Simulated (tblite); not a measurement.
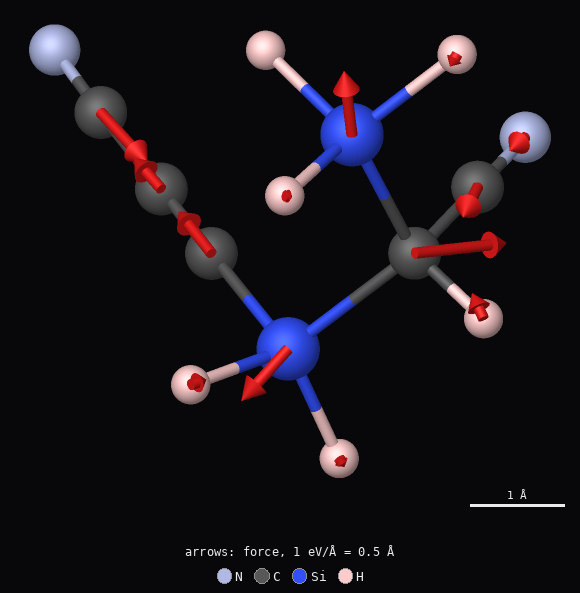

Starting geometry of C5H6N2Si2 with the computed forces as red arrows. A ball-and-stick model, seen from a free direction.

The calculation used GFN2-xTB geometry optimisation, gas phase in tblite 0.8.0. 

**Is this structure relaxed? If not, where do the atoms go?**

It isn't relaxed: the largest force vector, on a C atom, is 2.59 eV/Å. The final displacements have little in common with the starting forces (cosine between the two patterns 0.11). The largest move after the best rigid fit is that of an N atom, 0.64 Å. By element the largest moves are N 0.64 Å, H 0.48 Å, C 0.38 Å, Si 0.29 Å. Some distances before and after: C–C 1.493 → 1.423 Å, C–Si 1.855 → 1.924 Å, C–C 1.414 → 1.364 Å, H–Si 1.494 → 1.465 Å. Bond angles that change, for instance: H–Si–H 105.5° → 111.5°, Si–C–H 113.6° → 108.2°, C–Si–H 110.8° → 106.2°. Groups turn about C–Si by about 20°. Over 119 geometry steps the energy falls by 27.9 kJ/mol.
